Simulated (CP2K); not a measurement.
Consider methanethiol at its PBE geometry (Å).

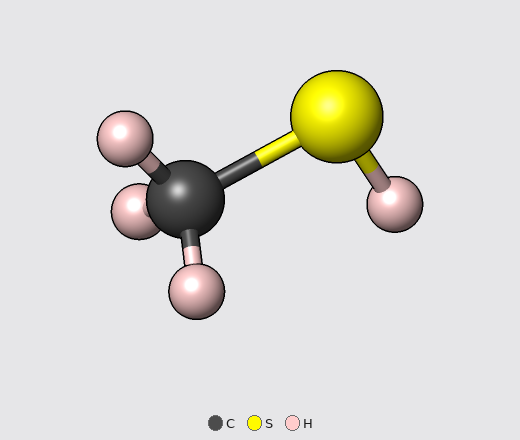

The molecule (carbon dark grey, sulfur yellow, hydrogen pink).

```xyz
6

C    -0.4950   -0.0167    0.0104
S     1.1316    0.7993   -0.1027
H    -0.6195   -0.5325    0.9694
H    -1.2408    0.7846   -0.0547
H    -0.6553   -0.7132   -0.8202
H     1.8791   -0.3215   -0.0022
```

Method: CP2K XAS_TDP, all-electron GAPW, PBEh(45%), aug-cc-pVTZ, TDA, no relativity.

Predict the bright core excitations at the C K edge.

Leading lines: C1 283.40 eV. The leading line of an atom is its first one with 35 % of the strongest within 2.5 eV of its lowest line over the strength cut. 

The first six lines of each atom with a strength over 0.0015:

| atom | energy (eV) | states | strength, one atom |
| --- | --- | --- | --- |
| C1 (bonded to S and 3 H) | 283.40 | 1 | 0.0347 |
|  | 284.12 | 1 | 0.0130 |
|  | 285.00 | 1 | 0.0214 |
|  | 285.04 | 1 | 0.0238 |
|  | 285.23 | 1 | 0.0075 |
|  | 286.25 | 1 | 0.0035 |

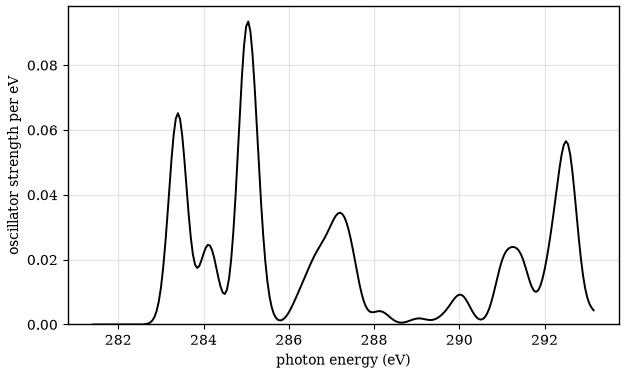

All atoms added, broadened by 0.5 eV.

Lines are vertical, at one geometry, with no vibrational structure. Without a correction of the core level, line positions, and the gaps between valence and Rydberg lines, follow the share of exact exchange. At this level such K lines come out 3 to 6 eV under measured ones. These values hold no scalar relativity, about 0.1 eV for C 1s. Rydberg lines, and the discretised continuum above threshold, depend on the basis and the box.

[Banner, clock and machine lines of the logs are left out without a mark of their own.]

[Logs are printed without paths, hosts, clocks, repeated set-up lines and the standing remarks that a program may print on its own settings, such as how far it seeks lower states.]

[Hosts, paths, dates, database ids (printed as entryN), source tags and the programs' standing remarks are cut or masked in the printed files.]
